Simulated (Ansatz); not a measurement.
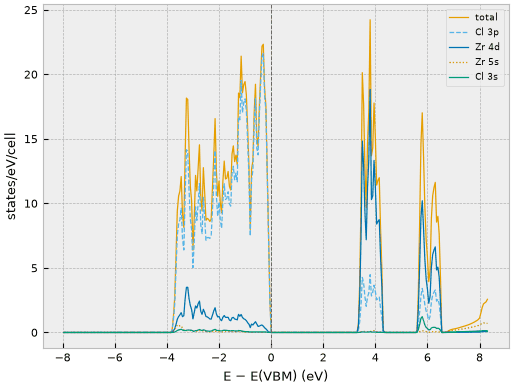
Total and projected density of states of ZrCl$_{4}$ in space group P2/c (No. 13; Zr on 2e, Cl on 4g, Cl on 4g), plane-wave PAW LDA (Ansatz code)

Problem. Which orbitals carry the states next to the gap?

Solution. Top 1 eV of the valence band: Cl 3p 95 %. Bottom 1 eV of the conduction band: Zr 4d 75 %, Cl 3p 21 %. Projections are on Löwdin-orthogonalised atomic valence shells; empty p or d shells of many metals are not among them.

Problem. Where is the tallest occupied peak in this window, and what makes it?

Solution. Near -0.3 eV, about 22 states/eV per cell; the largest projected share is Cl 3p.

The workflow started from a Materials Project entry (that database holds measured and hypothetical structures alike); the Crystallography Open Database files this formula in space group No. 13, but the cells were not matched. Whether it is the stable phase at ambient conditions was not checked. The LDA relaxation kept the symmetry of its start; its stability against distortions is not shown here. No spin polarisation was allowed. A crystal of weakly bound chains computed without a dispersion correction: the cell and the soft elastic constants depend strongly on that. Scalar-relativistic: spin–orbit coupling is off unless named, which matters more the heavier the elements.

Potentials: the earlier of the program's two PAW sets. The files were generated under PBE; for other functionals the program regenerates the frozen cores, and for LDA and PBEsol the local potential too.
